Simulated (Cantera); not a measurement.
Input: 1 mol CaO, 8.9 mol Cl2, 10 mol H2, equilibrated at 5.40 Torr.

These are equilibrium values from Cantera (NASA tables, ideal gas, pure condensed phases), not measurements of a reactor. Candidate condensed phases: Ca, CaCl2, CaO, Ca(OH)2, H2O; 21 gas species. Condensed phases not in the tables: oxide chlorides. Kinetics and transport are ignored.

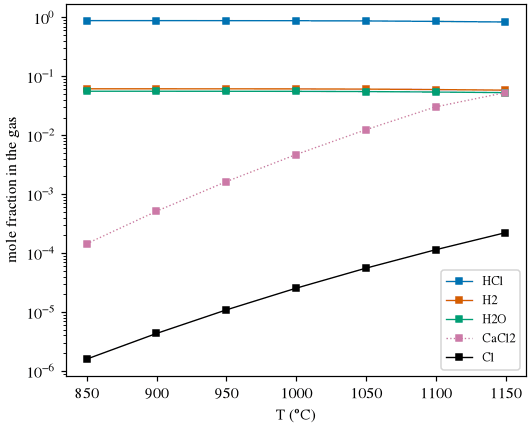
*Equilibrium gas composition (values under 1e-9 drawn at 1e-9)*

Read off the mole fractions at 900 °C.

HCl about 0.88, H2 about 0.061, H2O about 0.056, CaCl2 about 0.00051, Cl about 4.3e-6.
